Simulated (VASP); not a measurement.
Data:

```
KMgF3
1.0
    4.03232     0.00000     0.00000
    0.00000     4.03232     0.00000
    0.00000     0.00000     4.03232
K Mg F
1 1 3
Direct
  0.00000   0.00000   0.00000
  0.50000   0.50000   0.50000
  0.50000   0.00000   0.50000
  0.00000   0.50000   0.50000
  0.50000   0.50000   0.00000
```

These are PBE GGA with D3 dispersion (zero damping), VASP's PBE PAW potentials (set 64) (plane waves; VASP) values and carry that method's errors. Settings: 520 eV cut-off, 6×6×6 Γ-centred mesh, tetrahedra with Blöchl corrections, potentials K_sv Mg F.

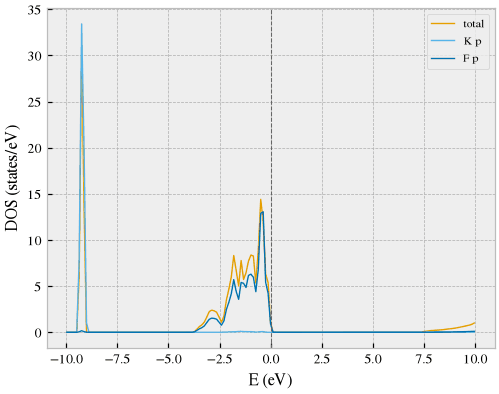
*Total and projected density of states, zero at the valence-band maximum*

Within 2 eV below the valence-band maximum the largest weight inside VASP's projection spheres is F p.

The gap is indirect, 7.05 eV, from the valence maximum at R to the conduction minimum at Γ.

The compound is KMgF3 in the cubic perovskite structure. It was relaxed first.
